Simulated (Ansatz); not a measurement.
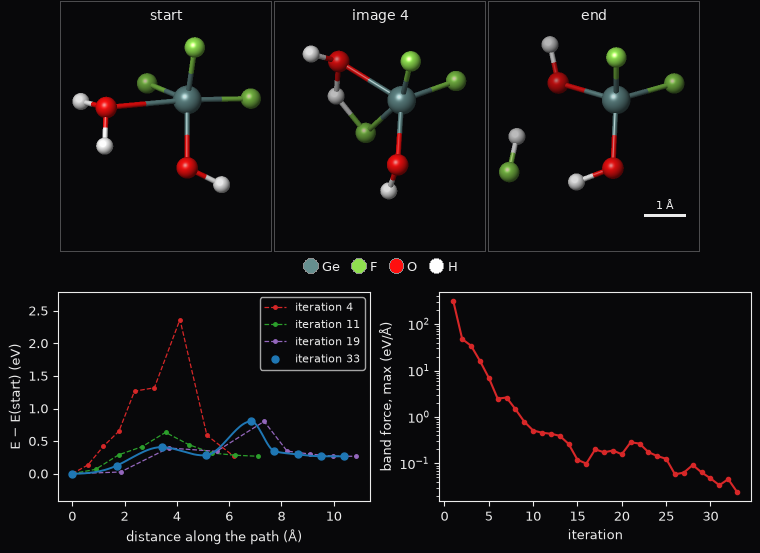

A nudged-elastic-band calculation for GeH$_{3}$O$_{2}$F$_{3}$. Images are numbered from 0 (start) to 8 (end). The plot follows the band through its iterations. A ball-and-stick model, seen at a tilt.

Method: RKS PBE0-D4/def2-SVP (Ansatz 0.2.0). Settings: 7 movable images; climbing image; force threshold 0.03 eV/Å; iteration limit 60; starting path through a guess of the saddle point.

Q: Judge this run.

A: The run is converged, with reservations. The band converged in 33 iterations. The largest component of the band force went from 310 to 0.024 eV/Å. The climbing image converged on the top of the path. Its vibrational analysis gives one imaginary mode (616i cm⁻¹), as a transition state must have. The first iteration put the highest image at 54.01 eV. The energy climbs by 0.80 eV to image 4 and then falls by 0.54 eV, so the end point sits at +0.27 eV. The profile has 2 maxima (images 2, 4) with a dip at image 3 (+0.28 eV), so the process runs in steps.

The run took 6.7 min on 4 threads of Arm Neoverse V2 (shared host), peak memory 0.31 GiB.
